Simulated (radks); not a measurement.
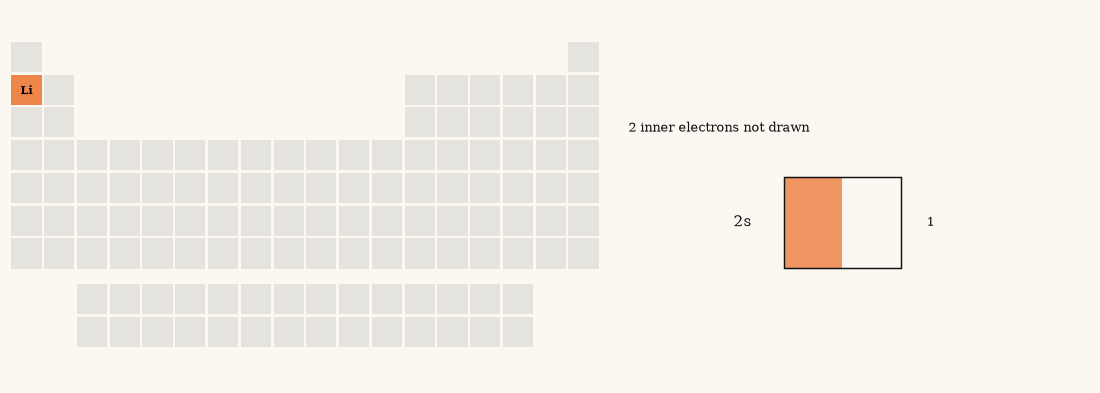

**Figure 1.** Left, the place of lithium in the periodic table; right, the outer shells as the input fills them: a box for each of the 2l + 1 orbitals, shaded by the share of the shell that is filled, with the electron count at the right.

# Run report: Li, atomic calculation

System: Li, configuration [He] 2s1.
Method: non-relativistic Kohn-Sham, TPSS, spin-polarised, spherical densities, point nucleus (radks).

Input:
```
Z 3
configuration [He] 2s1
relativity non-relativistic
functional tpss,tpss
spin polarised
nucleus point
```

Energies in input and log are in hartree, lengths in bohr.

Hardware: 1 CPU thread, shared host.

The run was one of a batch that the task file lists, launched with:
```bash
python <driver script> task.json out
```

The program's output:
```
1s      1   1.0000          -1.94025856
2s      1   1.0000          -0.11789846
1s      2   1.0000          -1.93244763
2s      2   0.0000          -0.26877078
Etot -7.489113133905699
Ekin 7.444005043356006
Encl -17.16351808174606
Eh 4.06828114510669
Exc -1.837881240622336
err 0.02804015563556701
it 122
```

Outcome:

```
                   quantity               value
                    outcome       not converged
               total energy   −7.489113 hartree
             kinetic energy    7.444005 hartree
    electron–nucleus energy  −17.163518 hartree
             Hartree energy    4.068281 hartree
exchange–correlation energy   −1.837881 hartree
             SCF iterations                 122
                  wall time               1.1 s
```

Diagnosis:

The run did not meet its convergence test in 122 iterations, so its last values are not results.
